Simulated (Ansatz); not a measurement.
```xyz
9

B    -0.7906    0.7296   -0.8242
Al    0.8217   -1.2164    0.2833
C    -0.1931    0.4694    0.5372
H    -1.8388    0.2360   -1.1382
H    -0.1849    1.3540   -1.6514
H     0.5853    1.1582    0.8786
H     0.0932   -2.6029    0.5171
H     2.3685   -1.1473   -0.0496
H    -0.8890    0.1798    1.3315
```

Geometry: PBE0-D4/def2-TZVP.

Theory: RKS PBE0-D4/def2-TZVPP in Ansatz 0.2.0.

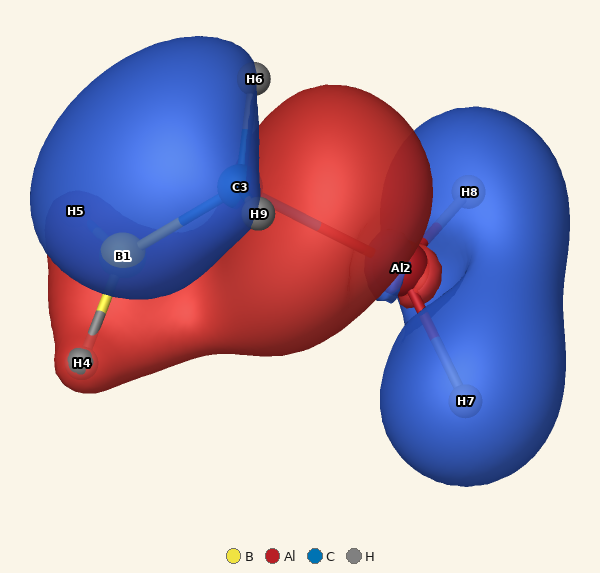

CH6AlB. The HOMO at ±0.08 Å⁻³ᐟ² (red and blue are the two phases), seen at a tilt.

Describe this orbital and give its energy.

By Hirshfeld shares it lies mainly on C3 (about 40 %), Al2 (about 20 %), B1 (about 15 %), H8 (about 10 %) and H7 (about 5 %). Its energy is −8.32 eV.
